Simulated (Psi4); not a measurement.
# AlHCl2 (SMILES [Cl][AlH][Cl]), step by step

Aim: a series of 10 runs (PBE-D4/def2-SVP, PBE0-D4/def2-TZVP, PBE-D4/def2-TZVPP, r2SCAN-D4/def2-TZVPP, B3LYP-D4/def2-TZVPP, PBE0-D4/def2-TZVPP, wB97M-V/def2-TZVPP, CCSD(T)/def2-TZVPP, and more) of AlHCl2. 

The results are computed with Psi4 1.11.

## Step 1: Starting point

AlHCl2: 4 atoms, total charge 0, spin state singlet. SMILES: `[Cl][AlH][Cl]`. Geometry: a GFN2-xTB, rattled relaxation, a rough one for these elements and not checked as a minimum. The run starts from this shape.

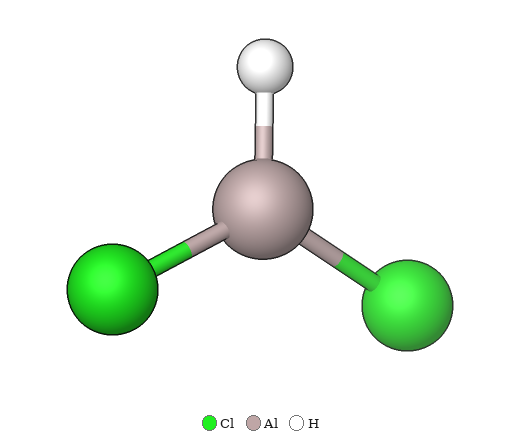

The structure, seen from a chosen angle (chlorine green, aluminium light grey, hydrogen white).

## Step 2: A geometry optimisation at PBE-D4/def2-SVP (density fitting) (run 1)

calc.inp

```
memory 3300 MB

molecule mol {
  0 1
  Cl    -1.200183     0.723385     1.419001
  Al     0.060437     0.045174    -0.066788
  Cl    -0.098532    -1.720819    -1.035972
  H      1.290079     0.895299    -0.285440
  symmetry c1
}

set {
  basis                   def2-SVP
  reference               rks
  scf_type                df
  geom_maxiter            60
  max_force_g_convergence 0.0005
}

result, w = optimize("pbe-d4", return_wfn=True)
```

On the command line:

```bash
$ psi4 calc.inp calc.out -n 2
```

calc.out:

```text
[...]
  Running in c1 symmetry.
[...]
  Nuclear repulsion =  167.101719298596919
[...]
  Multiplicity = 1
[...]
  Nalpha       = 24
  Nbeta        = 24
[...]
    Number of basis functions: 59
[...]
   @DF-RKS iter   1: -1162.60725949033599   -1.02470e-01   5.71472e-03 ADIIS/DIIS
[...]
   @DF-RKS iter   6: -1162.67818070682847   -5.45697e-12   5.95580e-09 DIIS
[...]
  @DF-RKS Final Energy: -1162.67818070682847
   => Energetics <=
    Nuclear Repulsion Energy =            163.4794942594351994
    One-Electron Energy =               -1934.0640061697095007
    Two-Electron Energy =                 682.9428394301511389
    DFT Exchange-Correlation Energy =     -75.0332316748003052
    Empirical Dispersion Energy =          -0.0032765519048285
    VV10 Nonlocal Energy =                  0.0000000000000000
    Total Energy =                      -1162.6781807068284706
[...]
 Multipole Moments:
 ------------------------------------------------------------------------------------
     Multipole            Electronic (a.u.)      Nuclear  (a.u.)        Total (a.u.)
 ------------------------------------------------------------------------------------
 L = 1.  Multiply by 2.5417464519 to convert [e a0] to [Debye]
 Dipole X            :         -1.3551651            1.6627333            0.3075682
 Dipole Y            :         -0.9662458            1.1869911            0.2207453
 Dipole Z            :          0.3451188           -0.4228347           -0.0777159
 Magnitude           :                                                    0.3864795
[...]
  -Total Gradient:
     Atom            X                  Y                   Z
    ------   -----------------  -----------------  -----------------
       1        0.000078083501     0.000042579713    -0.000025216342
       2        0.000133858345     0.000236159921     0.000049013372
       3        0.000051279222    -0.000080011065    -0.000088037875
       4       -0.000017439139    -0.000022341381     0.000002500920
[...]
    Final optimized geometry and variables:
    Molecular point group: c1
    Full point group: C1
    Geometry (in Angstrom), charge = 0, multiplicity = 1:
    CL          -0.812836767808     1.021508462409     1.285169979350
    AL           0.605794604753     0.432794372599    -0.153983841630
    CL           0.291690118507    -1.393801191926    -1.152696599156
    H            1.864043733406     1.330778190970    -0.474012001138
    Psi4 run time: 0:01:21.93
[...]
```

The script printed:

```text
Optimizer: Optimization complete!
```

Run time: 85 s. Hardware: 2 threads of AMD EPYC (Zen 3), shared host; peak memory 0.38 GiB.

Steps, from the record of the run:

```tsv
step	energy from the first frame kept (eV)	largest force (eV/Å)
0	0.0000	1.6860
1	-0.1350	0.6951
2	-0.0848	0.7566
3	-0.1483	0.3252
4	-0.1638	0.0722
5	-0.1642	0.0367
6	-0.1642	0.0142
```

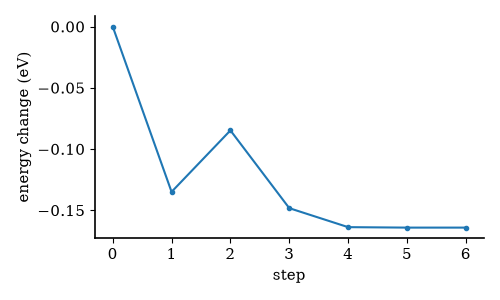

Energy along the run.

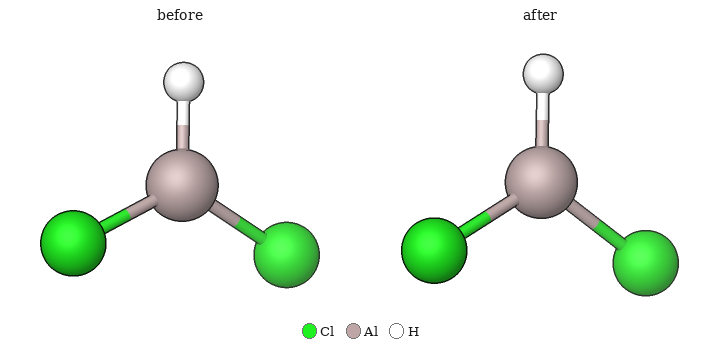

Before and after, at one scale.

After the run. Bond lengths: Cl1–Al2 2.105 Å, Al2–Cl3 2.105 Å, Al2–H4 1.579 Å. Angles: Cl1–Al2–Cl3 117.8°, Cl1–Al2–H4 121.1°, Cl3–Al2–H4 121.1°.

## Step 3: A geometry optimisation at PBE0-D4/def2-TZVP (density fitting) (run 2)

alcl2h.in

```
memory 3300 mb

molecule geom {
  0 1
  Cl    -1.246667     0.686995     1.400607
  Al     0.171964     0.098281    -0.038547
  Cl    -0.142140    -1.728315    -1.037260
  H      1.430214     0.996264    -0.358575
  symmetry c1
}

set basis def2-TZVP
set scf_type df
set geom_maxiter 50
set max_force_g_convergence 0.0002

result = optimize('pbe0-d4')
```

On the command line:

```bash
$ psi4 alcl2h.in alcl2h.out -n 2
```

alcl2h.out:

```text
[...]
  Running in c1 symmetry.
[...]
  Nuclear repulsion =  163.479479934995936
[...]
  Multiplicity = 1
[...]
  Nalpha       = 24
  Nbeta        = 24
[...]
    Number of basis functions: 117
[...]
   @DF-RKS iter   1: -1163.12353385321921   -3.06771e-01   3.93279e-03 ADIIS/DIIS
[...]
   @DF-RKS iter   8: -1163.18537648622146   -6.82121e-13   1.12061e-09 DIIS
[...]
  @DF-RKS Final Energy: -1163.18537648622146
   => Energetics <=
    Nuclear Repulsion Energy =            165.2513521232775986
    One-Electron Energy =               -1938.4717458809955133
    Two-Electron Energy =                 666.8245302800617083
    DFT Exchange-Correlation Energy =     -56.7866848421632326
    Empirical Dispersion Energy =          -0.0028281664022436
    VV10 Nonlocal Energy =                  0.0000000000000000
    Total Energy =                      -1163.1853764862214575
[...]
 Multipole Moments:
 ------------------------------------------------------------------------------------
     Multipole            Electronic (a.u.)      Nuclear  (a.u.)        Total (a.u.)
 ------------------------------------------------------------------------------------
 L = 1.  Multiply by 2.5417464519 to convert [e a0] to [Debye]
 Dipole X            :         -1.3199773            1.6455352            0.3255579
 Dipole Y            :         -0.9438547            1.1750492            0.2311945
 Dipole Z            :          0.3373267           -0.4187043           -0.0813775
 Magnitude           :                                                    0.4075060
[...]
  -Total Gradient:
     Atom            X                  Y                   Z
    ------   -----------------  -----------------  -----------------
       1       -0.000027419681     0.000016973550     0.000003555154
       2        0.000201370214     0.000095160202     0.000008929261
       3       -0.000012643833    -0.000016436792    -0.000029801090
       4        0.000031566290     0.000042514769    -0.000032205957
[...]
    Final optimized geometry and variables:
    Molecular point group: c1
    Full point group: C1
    Geometry (in Angstrom), charge = 0, multiplicity = 1:
    CL          -0.804170495126     1.011272609582     1.271477377568
    AL           0.598946612885     0.427042642517    -0.151687161367
    CL           0.288867191154    -1.378732270575    -1.140914775761
    H            1.844629921553     1.317069130425    -0.469199895150
    Psi4 run time: 0:01:27.49
[...]
```

Standard output:

```text
Optimizer: Optimization complete!
```

Run time: 91 s. Hardware: 2 threads of AMD EPYC (Zen 3), shared host; peak memory 0.59 GiB.

Steps, from the record of the run:

```tsv
step	energy from the first frame kept (eV)	largest force (eV/Å)
0	0.0000	0.3990
1	-0.0101	0.1476
2	-0.0098	0.0843
3	0.0001	0.4079
4	-0.0069	0.1777
5	-0.0108	0.0115
```

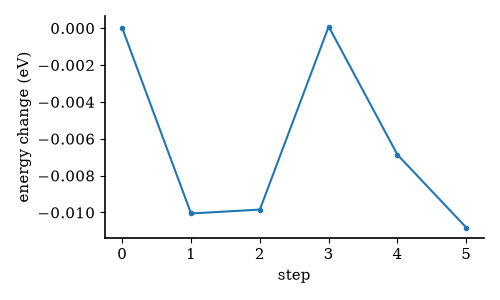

Energy along the run.

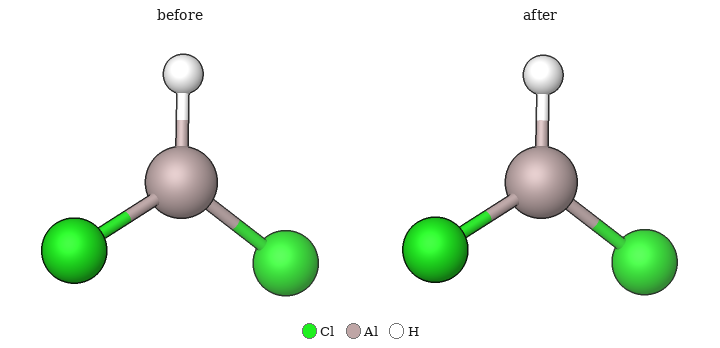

Before and after, at one scale.

After the run. Bond lengths: Cl1–Al2 2.082 Å, Al2–Cl3 2.082 Å, Al2–H4 1.564 Å. Angles: Cl1–Al2–Cl3 117.9°, Cl1–Al2–H4 121.1°, Cl3–Al2–H4 121.1°.

Run 3 isn't shown in full; the table further down has it.

## Step 4: A single-point energy at PBE-D4/def2-TZVPP (density fitting) (run 4)

input.in

```
memory 3300 mb

molecule {
  Cl    -2.33948283     1.27888916     2.62088762
  Al     0.31202402     0.17485447    -0.06850257
  Cl    -0.27394037    -3.23756572    -1.93787257
  H      2.66602562     1.85676174    -0.66851518
  units au
  symmetry c1
}

set basis def2-TZVPP
set scf_type df
set dft_radial_points 99
set dft_spherical_points 590

E, wfn = energy("pbe-d4", return_wfn=True)
```

On the command line:

```bash
$ psi4 -n 2 input.in input.out
```

input.out:

```text
[...]
  Running in c1 symmetry.
[...]
  Nuclear repulsion =  165.251354276248577
[...]
  Multiplicity = 1
[...]
  Nalpha       = 24
  Nbeta        = 24
[...]
    Number of basis functions: 140
[...]
   @DF-RKS iter   1: -1162.97833612245677   -1.60319e-01   4.07290e-03 DIIS/ADIIS
[...]
   @DF-RKS iter   8: -1163.08647914479707   -3.45997e-08   5.06474e-07 DIIS
[...]
    Orbital Energies [Eh]
    ---------------------
    Doubly Occupied:
       1A   -100.658358     2A   -100.658351     3A    -55.426129
       4A     -9.174047     5A     -9.174036     6A     -6.992929
       7A     -6.992920     8A     -6.989735     9A     -6.989728
      10A     -6.988630    11A     -6.988622    12A     -3.983857
      13A     -2.590730    14A     -2.584718    15A     -2.581960
      16A     -0.755315    17A     -0.744741    18A     -0.411702
      19A     -0.349955    20A     -0.332170    21A     -0.316164
      22A     -0.301119    23A     -0.292508    24A     -0.291695
[...]
  @DF-RKS Final Energy: -1163.08647914479707
   => Energetics <=
    Nuclear Repulsion Energy =            165.2513542762485770
    One-Electron Energy =               -1938.4024045656792623
    Two-Electron Energy =                 685.1456912054534314
    DFT Exchange-Correlation Energy =     -75.0778146526257899
    Empirical Dispersion Energy =          -0.0033054081939561
    VV10 Nonlocal Energy =                  0.0000000000000000
    Total Energy =                      -1163.0864791447970674
[...]
 Multipole Moments:
 ------------------------------------------------------------------------------------
     Multipole            Electronic (a.u.)      Nuclear  (a.u.)        Total (a.u.)
 ------------------------------------------------------------------------------------
 L = 1.  Multiply by 2.5417464519 to convert [e a0] to [Debye]
 Dipole X            :         -1.3501415            1.6455357            0.2953942
 Dipole Y            :         -0.9652870            1.1750497            0.2097627
 Dipole Z            :          0.3448861           -0.4187043           -0.0738182
 Magnitude           :                                                    0.3697394
[...]
```

Run time: 33 s. Hardware: 2 threads of AMD EPYC (Zen 3), shared host; peak memory 0.89 GiB.

Runs 5 to 9 aren't shown in full; the table further down has their settings and results.

## Step 5: The energy at MP2/def2-QZVPP (density fitting, density fitting for correlation) (run 10)

calc.inp

```
memory 3300 mb

molecule system {
  0 1
  Cl
  Al 1 2.082176
  Cl 2 2.082197 1 117.88556
  H 2 1.563551 1 121.06123 3 179.90226
  units angstrom
  symmetry c1
}

set scf_type df
set num_frozen_docc 15

e = energy("mp2/def2-QZVPP")
```

On the command line:

```bash
$ psi4 -n 2 calc.inp calc.out
```

calc.out:

```text
[...]
  Running in c1 symmetry.
[...]
  Nuclear repulsion =  165.251361738680203
[...]
  Multiplicity = 1
[...]
  Nalpha       = 24
  Nbeta        = 24
[...]
    Number of basis functions: 240
[...]
   @DF-RHF iter   1: -1161.68526830109113   -5.70588e-01   1.27803e-03 ADIIS/DIIS
[...]
   @DF-RHF iter  10: -1161.71291711847357   -2.06910e-11   3.72678e-09 DIIS
[...]
    Orbital Energies [Eh]
    ---------------------
    Doubly Occupied:
       1A   -104.831870     2A   -104.831863     3A    -58.542672
       4A    -10.558728     5A    -10.558719     6A     -8.025383
       7A     -8.025375     8A     -8.024652     9A     -8.024645
      10A     -8.024541    11A     -8.024534    12A     -4.952335
      13A     -3.268389    14A     -3.266724    15A     -3.265488
      16A     -1.097100    17A     -1.083806    18A     -0.604088
      19A     -0.527090    20A     -0.514596    21A     -0.491030
      22A     -0.473762    23A     -0.465619    24A     -0.462124
[...]
  @DF-RHF Final Energy: -1161.71291711847357
   => Energetics <=
    Nuclear Repulsion Energy =            165.2513617386802025
    One-Electron Energy =               -1938.0382925906128548
    Two-Electron Energy =                 611.0740137334588553
    Total Energy =                      -1161.7129171184737970
[...]
 Multipole Moments:
 ------------------------------------------------------------------------------------
     Multipole            Electronic (a.u.)      Nuclear  (a.u.)        Total (a.u.)
 ------------------------------------------------------------------------------------
 L = 1.  Multiply by 2.5417464519 to convert [e a0] to [Debye]
 Dipole X            :         -0.0035995            0.0021847           -0.0014148
 Dipole Y            :         -1.3654101            1.7688553            0.4034452
 Dipole Z            :         -0.8225393            1.0653589            0.2428196
 Magnitude           :                                                    0.4708836
[...]
```

Wall time 21 s (2 threads of AMD EPYC (Zen 3), shared host); peak memory 0.53 GiB.

## Step 6: The series

```tsv
run	level	geom maxiter	max force g convergence	energy (Eh)	dipole moment (D)	HOMO energy (eV)	LUMO energy (eV)	wall time
1	PBE-D4/def2-SVP (density fitting)	60	0.0005	-1162.678181	0.98	-7.74	-2.12	85 s
2	PBE0-D4/def2-TZVP (density fitting)	50	0.0002	-1163.185376	1.04	-9.32	-1.43	91 s
3	PBE0-D4/def2-TZVP (density fitting)	–	–	timeout	–	–	–	5.7 min
4	PBE-D4/def2-TZVPP (density fitting)	–	–	-1163.086479	0.94	-7.94	-2.20	33 s
5	r2SCAN-D4/def2-TZVPP (density fitting)	–	–	-1163.515781	0.98	-8.31	-1.86	63 s
6	B3LYP-D4/def2-TZVPP (density fitting)	–	–	-1163.660176	1.02	-9.05	-1.63	29 s
7	PBE0-D4/def2-TZVPP (density fitting)	–	–	-1163.185772	1.04	-9.32	-1.43	29 s
8	wB97M-V/def2-TZVPP (density fitting)	–	–	-1163.541059	1.02	-11.61	0.21	59 s
9	CCSD(T)/def2-TZVPP (density fitting, density fitting for correlation)	–	–	timeout	–	–	–	2 min
10	MP2/def2-QZVPP (density fitting, density fitting for correlation)	–	–	-1162.207815	–	-12.58	1.07	21 s
```

## Step 7: Summary of results

| quantity | value |
| --- | --- |
| run 10, MP2/def2-QZVPP: total energy | -1162.20782 Eh |
| run 10, MP2/def2-QZVPP: HOMO energy (Hartree–Fock orbitals) | -12.58 eV |
| run 10, MP2/def2-QZVPP: LUMO energy (Hartree–Fock orbitals) | 1.07 eV |
| run 10, MP2/def2-QZVPP: HOMO–LUMO gap (Hartree–Fock orbitals) | 13.65 eV |
| run 10, MP2/def2-QZVPP: correlation energy (15 core orbitals frozen) | -494.9 mEh |

What this shows: Over runs 4, 5, 6, 7, 8 the dipole moment (its size) runs from 0.94 D (PBE-D4/def2-TZVPP) to 1.04 D (PBE0-D4/def2-TZVPP). Over runs 4, 5, 6, 7, 8 the HOMO–LUMO gap runs from 5.74 eV (PBE-D4/def2-TZVPP) to 11.82 eV (wB97M-V/def2-TZVPP). Totals of different functionals can't be ranked against each other. All runs together took 15 min, the longest 5.7 min. 2 of the 10 runs did not end normally.
